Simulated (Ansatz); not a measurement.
# HBS (SMILES B=S): B2PLYP/STO-3G

Aim: the energy change on altering one bond length of HBS at B2PLYP/STO-3G, from 2 runs. 

Program for the calculation: Ansatz 0.2.0.

70 further runs of the same task are left out: 11 that didn't finish, 59 set aside as unsound or not needed.

### 1 The system as given

HBS: 3 atoms, total charge 0, spin state singlet. As SMILES, `B=S`. The coordinates come from a GFN2-xTB relaxation.

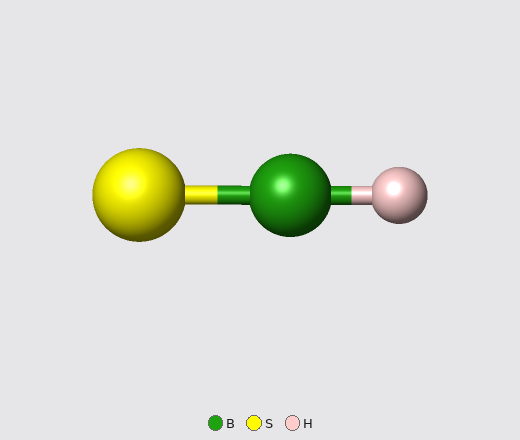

The structure, seen from a chosen angle (boron green, sulfur yellow, hydrogen pink).

### 2 A single-point energy at B2PLYP/STO-3G

in.yaml reads:

```yaml
crystal:
  periodic: [false, false, false]
  atoms:
    - {symbol: B, position_ang: [-0.041030, -0.016100, 0.142540]}
    - {symbol: S, position_ang: [0.395320, 0.146510, -1.379660]}
    - {symbol: H, position_ang: [-0.354300, -0.130410, 1.237110]}
basis:
  gaussian:
    orbitals: STO-3G
hamiltonian:
  xc: {name: B2PLYP}
correlation:
  frozen_orbitals: {B: 1, H: 0, S: 5}
accuracy: high
```

Launch:

```sh
$ ansatz run in.yaml --threads 1 --pin off --max-ram 2610MiB --events-out events.jsonl --progress --plain --runs-dir runs
```

What it wrote:

```text
Warning: RAYON_NUM_THREADS=1 ignored (pool sized by the plan → 1); use --threads N
Functional definition: B2PLYP
  name "B2PLYP"
  parameter a = 0.53
  parameter c = 0.27
  exchange = (1 - a)*b88_x + a*exact_x
  correlation = (1 - c)*lyp_c + c*(mp2_os + mp2_ss)
243 factors; integrals over basis functions are off by at most 1.2e-8 eV
mean field evaluation 1: about -11392.0254 eV, gradient 1.7e1 eV
mean field evaluation 2: about -11392.0045 eV, gradient 1.7e1 eV
mean field evaluation 4: about -11393.1411 eV, gradient 9.1e-1 eV
mean field evaluation 8: about -11393.1441 eV, gradient 2.3e-3 eV
mean field evaluation 16: about -11393.1441 eV, gradient 2.3e-9 eV
mean field -11393.14406888 eV, -418.6903219808 hartree, gradient 2.3e-9 eV, S^2 0.000000; 0 other end points of the search recorded, 0 dependent functions left out
6 core orbitals not correlated: weight in the atoms' cores, before any rotation towards them, 1.000 or more for the frozen orbitals, at most 0.000 for the correlated occupied ones
reference -11393.14408335 eV, -418.6903225127 hartree; 5, 5 occupied and 4, 4 virtual orbitals, 243 factors
second order -3.89664228 eV of doubles, -0.00000000 eV of singles
Total energy: -11394.19617677 eV, -418.7289862326 hartree
```

Wall time 0.79 s (1 thread of Arm Neoverse V1, shared host).

### 3 The distorted shape

molecule.yaml reads:

```yaml
crystal:
  periodic: [false, false, false]
  atoms:
    - symbol: B
      position_ang: [-0.150119, -0.056753, 0.523097]
    - symbol: S
      position_ang: [0.395320, 0.146510, -1.379660]
    - symbol: H
      position_ang: [-0.463389, -0.171063, 1.617667]
basis:
  gaussian:
    orbitals: STO-3G
hamiltonian:
  xc: {name: B2PLYP}
correlation:
  frozen_orbitals: {B: 1, H: 0, S: 5}
accuracy: high
```

Launch:

```sh
$ ansatz run molecule.yaml --threads 1 --pin off --max-ram 2610MiB --events-out events.jsonl --progress --plain --runs-dir runs
```

What it wrote (excerpt; [...] marks lines left out):

```text
Warning: RAYON_NUM_THREADS=1 ignored (pool sized by the plan → 1); use --threads N
Functional definition: B2PLYP
  name "B2PLYP"
[...]
239 factors; integrals over basis functions are off by at most 1.2e-8 eV
[...]
mean field -11389.74399462 eV, -418.5653715564 hartree, gradient 3.4e-8 eV, S^2 0.000000; 0 other end points of the search recorded, 0 dependent functions left out; unrestricted orbitals would lower it
6 core orbitals not correlated: weight in the atoms' cores, before any rotation towards them, 1.000 or more for the frozen orbitals, at most 0.000 for the correlated occupied ones
reference -11389.74400971 eV, -418.5653721111 hartree; 5, 5 occupied and 4, 4 virtual orbitals, 239 factors
second order -5.57887095 eV of doubles, -0.00000000 eV of singles
Total energy: -11391.25030487 eV, -418.6207274371 hartree
```

It took 0.83 s on 1 thread of Arm Neoverse V1, shared host.

### 4 Outcome

Level: B2PLYP/STO-3G, 6 core orbitals frozen.

```
                                                         quantity          value
                                        first shape: total energy  -418.72899 Eh
                                    distorted shape: total energy  -418.62073 Eh
energy change with the B1–S2 bond stretched from 1.592 to 1.990 Å       2.946 eV
```

What this shows: With the B1–S2 bond stretched from 1.592 to 1.990 Å the energy rises by 2.95 eV (68 kcal/mol). The first shape isn't relaxed at this level, so the change isn't measured from a minimum. The minimal basis adds a large error of its own. The restricted solution (distorted shape) is unstable to spin breaking: an unrestricted one lies lower.
